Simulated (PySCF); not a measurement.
SMILES [GeH3][CH2][SiH2]c1ccco1 (C5H10GeOSi), singlet at its GFN2-xTB optimised geometry (Å):

```
18

Ge    -2.2720     0.9585     0.0666
C     -1.8897    -0.8726     0.7043
Si    -0.3331    -1.6674    -0.0298
C      0.9837    -0.3345     0.0000
C      2.3521    -0.3345     0.0000
C      2.7628     1.0176     0.0000
C      1.6160     1.7515    -0.0008
O      0.5469     0.9472    -0.0017
H     -1.7046     2.0293     0.9401
H     -3.7669     1.1657     0.1032
H     -1.8615     1.2016    -1.3492
H     -1.8137    -0.8410     1.7912
H     -2.7518    -1.4985     0.4754
H      0.1247    -2.8092     0.7712
H     -0.5723    -2.0892    -1.4174
H      2.9833    -1.1998     0.0027
H      3.7669     1.3906     0.0022
H      1.4391     2.8092    -0.0006
```

Method: PBE0/def2-SVP in PySCF 2.14.0. Cells within 0.4 Å of a nucleus heavier than hydrogen are left out (blank, or x).

Map of the deformation density (molecule minus spherical neutral atoms) (e/bohr³) on the plane z = 0.0 Å:

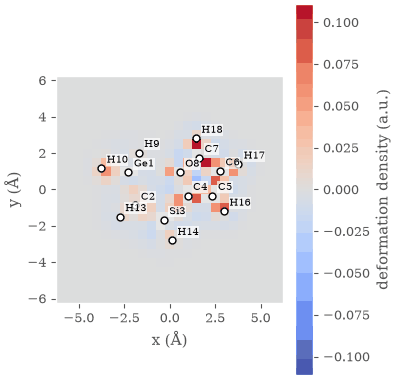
Fig. 1. Deformation density (molecule minus spherical neutral atoms) (e/bohr³) on the plane z = 0.0 Å.
